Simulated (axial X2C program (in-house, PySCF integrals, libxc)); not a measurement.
**A two-component session on InRb: EOM-EE-CCSD levels**

Aim: EOM-EE-CCSD levels of InRb, with spin–orbit coupling in the Hamiltonian from the start.

Program: an in-house X2C program for linear molecules on PySCF integrals. Level of theory: two-component X2C with atomic mean-field terms, In dyall-acv3z, Rb dyall-acv3z. These are calculated values, not measurements.

## (1) Set-up

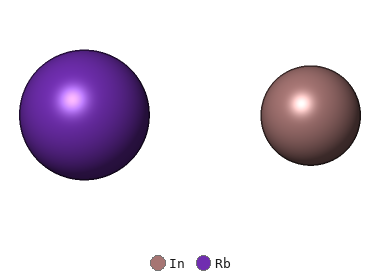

The two atoms at 3.520 Å (indium brown, rubidium purple).

task.json reads:

```json
{
 "zs": [
  49,
  37
 ],
 "q": 0,
 "bas": [
  "dyall-acv3z",
  "dyall-acv3z"
 ],
 "r0": 3.52,
 "eom": "ee",
 "thr": -1.0,
 "nmax": 88
}
```

Keys: zs atomic numbers; q charge; bas basis sets; r0 starting distance in Å; eom kind of EOM run; thr threshold in hartree for freezing inner shells (an s shell follows its p shell); nmax most natural virtual spinors.

Launch:

```console
$ python soeom.py task.json out
```

Further steps of the session: EOM-EE-CCSD at 3.859 Å.

**Question.** What will these runs give? Wanted: next root led by one particle; T1 of the reference.

The runs gave:

| quantity | value |
| --- | --- |
| lowest root at 3.859 Å | Ω = 0⁻, 0.230 eV |
| next root led by one particle | Ω = 1, about 740 cm⁻¹ higher |
| T1 of the reference | 0.045 |

**Reading.** The lowest root lies 0.23 eV above the closed-shell reference. Errors of 0.1 to 0.3 eV are usual at this size, and roots led by higher excitations are left out, so the list is incomplete, and low states of that kind can be missing. T1 or the largest double amplitude of the reference is raised, which lowers the reliability.
